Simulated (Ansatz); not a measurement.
# [SiH3]+ (SMILES [SiH3+]): CCSDTQ/6-31G(d) (spherical functions)

What is the energy change on altering one bond length of [SiH3]+ at CCSDTQ/6-31G* (spherical functions)? 

The results are computed with Ansatz 0.2.0.

2 further runs of the same task are left out: 2 that didn't finish.

## (1) The structure to begin with

The species is [SiH3]+ (4 atoms), meant as a singlet with charge +1. SMILES: `[SiH3+]`. The shape is that of a PBE0-D4/def2-TZVP optimisation.

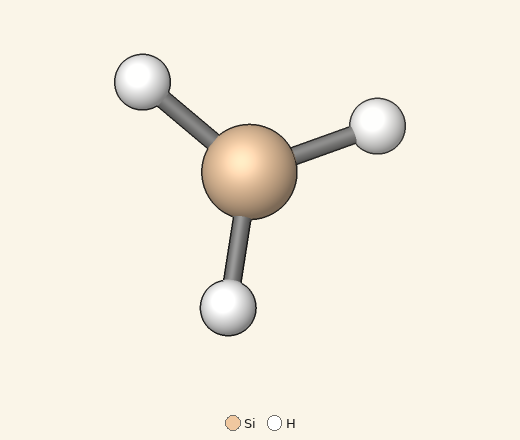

Viewed from a chosen angle; silicon light orange, hydrogen white.

## (2) A single-point energy at CCSDTQ/6-31G(d) (spherical functions)

Contents of in.yaml:

```yaml
crystal:
  periodic: [false, false, false]
  atoms:
    - {symbol: Si, position_ang: [-0.000000, -0.000000, 0.000000]}
    - {symbol: H, position_ang: [0.686900, 0.675400, 1.113000]}
    - {symbol: H, position_ang: [-0.118400, -1.467200, -0.009900]}
    - {symbol: H, position_ang: [-0.568500, 0.791700, -1.103100]}
basis:
  gaussian:
    orbitals: 6-31G_st_-spherical.json
total_charge: 1
correlation:
  method: ccsdtq
  frozen_orbitals: {H: 0, Si: 5}
accuracy: high
scf:
  omitted_lower_state_checks: [cluster_reference, increment]
```

The basis set 6-31G* is read from a file made from the Basis Set Exchange's data (not shown).

Started as:

```bash
$ ansatz run in.yaml --threads 1 --pin off --max-ram 2610MiB --events-out events.jsonl --progress --plain --runs-dir runs
```

The log of the run, shortened:

```text
Warning: RAYON_NUM_THREADS=1 ignored (pool sized by the plan → 1); use --threads N
Functional definition: HF
  name "HF"
[...]
453 factors; integrals over basis functions are off by at most 5.4e-9 eV
[...]
mean field -7900.21601041 eV, -290.3275834237 hartree, gradient 1.3e-8 eV, S^2 0.000000; 0 other end points of the search recorded, 0 dependent functions left out
5 core orbitals not correlated: weight in the atoms' cores, before any rotation towards them, 1.000 or more for the frozen orbitals, at most 0.000 for the correlated occupied ones
reference -7900.21601041 eV, -290.3275834237 hartree; 3, 3 occupied and 16, 16 virtual orbitals, 453 factors
second order -1.69928544 eV of doubles, -0.00000000 eV of singles
cycle   1  -2.08648974 eV  change   -3.9e-1 eV  update   5.0e-2
[...]
cycle  18  -2.30457469 eV  change   2.2e-10 eV  update  3.2e-10
Total energy: -7902.52058509 eV, -290.4122749813 hartree
Checks for a lower state left out: cluster_reference, increment
```

It took 3.3 s on 1 thread of Arm Neoverse V1, shared host; peak memory 0.11 GiB.

## (3) The distorted shape, same level

Contents of input.yaml:

```yaml
crystal:
  periodic: [false, false, false]
  atoms:
    - symbol: Si
      position_ang: [0.029600, 0.366796, 0.002475]
    - symbol: H
      position_ang: [0.716500, 1.042196, 1.115475]
    - symbol: H
      position_ang: [-0.118400, -1.467200, -0.009900]
    - symbol: H
      position_ang: [-0.538900, 1.158496, -1.100625]
basis:
  gaussian: {orbitals: 6-31G_st_-spherical.json}
total_charge: 1
correlation: {method: ccsdtq, frozen_orbitals: {H: 0, Si: 5}}
accuracy: high
scf: {omitted_lower_state_checks: [cluster_reference, increment]}
```

The basis set 6-31G* is read from a file made from the Basis Set Exchange's data (not shown).

Started as:

```bash
$ ansatz run input.yaml --threads 1 --pin off --max-ram 2610MiB --events-out events.jsonl --progress --plain --runs-dir runs
```

The log of the run, shortened:

```text
Warning: RAYON_NUM_THREADS=1 ignored (pool sized by the plan → 1); use --threads N
[... 2 set-up lines as earlier in the session ...]
[...]
452 factors; integrals over basis functions are off by at most 3.6e-9 eV
[...]
mean field -7899.19065806 eV, -290.2899024198 hartree, gradient 2.3e-8 eV, S^2 0.000000; 0 other end points of the search recorded, 0 dependent functions left out
5 core orbitals not correlated: weight in the atoms' cores, before any rotation towards them, 1.000 or more for the frozen orbitals, at most 0.000 for the correlated occupied ones
reference -7899.19065806 eV, -290.2899024198 hartree; 3, 3 occupied and 16, 16 virtual orbitals, 452 factors
second order -1.82110979 eV of doubles, -0.00000000 eV of singles
cycle   1  -2.25325678 eV  change   -4.3e-1 eV  update   5.9e-2
[...]
cycle  19  -2.53697036 eV  change  -2.2e-10 eV  update  4.3e-10
Total energy: -7901.72762841 eV, -290.3831343607 hartree
Checks for a lower state left out: cluster_reference, increment
```

Run time: 3.3 s. Hardware: 1 thread of Arm Neoverse V1, shared host; peak memory 0.11 GiB.

## (4) Summary of results

Level: CCSDTQ/6-31G* (spherical functions), 5 core orbitals frozen.

| quantity | value |
| --- | --- |
| first shape: total energy | -290.41227 Eh |
| first shape: correlation energy (5 core orbitals frozen) | -84.7 mEh |
| first shape: T1 diagnostic | 0.011 |
| distorted shape: total energy | -290.38313 Eh |
| distorted shape: correlation energy (5 core orbitals frozen) | -93.2 mEh |
| distorted shape: T1 diagnostic | 0.012 |
| energy change with the Si1–H3 bond stretched from 1.472 to 1.840 Å | 0.793 eV |

In words: With the Si1–H3 bond stretched from 1.472 to 1.840 Å the energy rises by 0.79 eV (76.5 kJ/mol). The first shape isn't relaxed at this level, so the change isn't measured from a minimum.
